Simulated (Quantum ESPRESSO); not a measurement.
Consider Mo3P4.

Input

```
&CONTROL
  calculation = 'scf'
  prefix = 'pwscf'
  outdir = './tmp'
  pseudo_dir = './pseudo'
  tprnfor = .true.
  tstress = .true.
  disk_io = 'low'
/
&SYSTEM
  ibrav = 0
  nat = 7
  ntyp = 2
  ecutwfc = 45
  ecutrho = 360
  nbnd = 42
  input_dft = 'vdw-df-cx'
  occupations = 'smearing'
  smearing = 'mp'
  degauss = 0.00367493
/
&ELECTRONS
  conv_thr = 1.4d-09
  electron_maxstep = 120
  mixing_beta = 0.5
/
ATOMIC_SPECIES
Mo    95.9500 mo_lda_v1.uspp.F.UPF
P     30.9738 p_lda_v1.5.uspp.F.UPF
CELL_PARAMETERS angstrom
   5.2397490600    0.0000000000    0.0000000000
   0.0000000000    5.2397490600    0.0000000000
   0.0000000000    0.0000000000    5.2397490600
ATOMIC_POSITIONS crystal
Mo     0.0000000000    0.0000000000    0.5000000000
Mo     0.5000000000    0.0000000000    0.0000000000
Mo     0.0000000000    0.5000000000    0.0000000000
P      0.7237776700    0.2762223300    0.2762223300
P      0.2762223300    0.7237776700    0.2762223300
P      0.2762223300    0.2762223300    0.7237776700
P      0.7237776700    0.7237776700    0.7237776700
K_POINTS automatic
5 5 5 0 0 0
```

Launched as:

```sh
OMP_NUM_THREADS=1 pw.x -in pw.in > pw.out
OMP_NUM_THREADS=1 pp.x -in pp_density.in > pp_density.out
OMP_NUM_THREADS=1 pp.x -in pp_potential.in > pp_potential.out
OMP_NUM_THREADS=1 pw.x -in nscf.in > nscf.out
OMP_NUM_THREADS=1 projwfc.x -in projwfc.in > projwfc.out
```

Below, planes, directions and counts refer to the conventional cell (a = 5.24 Å, b = 5.24 Å, c = 5.24 Å, α = 90.00°, β = 90.00°, γ = 90.00°).

Space group P-43m; a generated structure, not necessarily the stable one; not relaxed (largest force 0.4 eV/Å); computed pressure about −8 GPa in this cell.

All numbers below come from Kohn-Sham DFT of a periodic cell, vdW-DF-cx, GBRV 1.5 LDA in Quantum ESPRESSO 7.5.

What can the converged valence pseudo-density tell about the bonding?

Answer. Mo–P (2.36 Å): ρ at the midpoint is about 0.66 e/Å³.

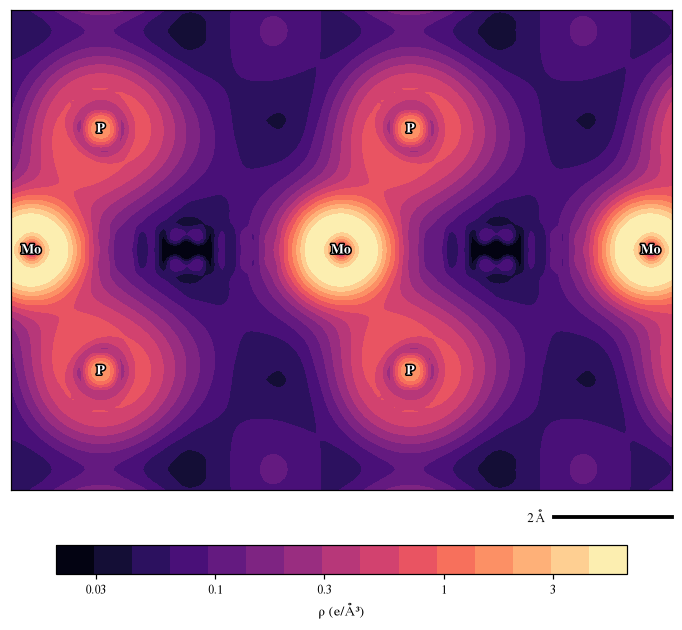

Computed valence pseudo-density on the (101̄) plane of the conventional cell. 
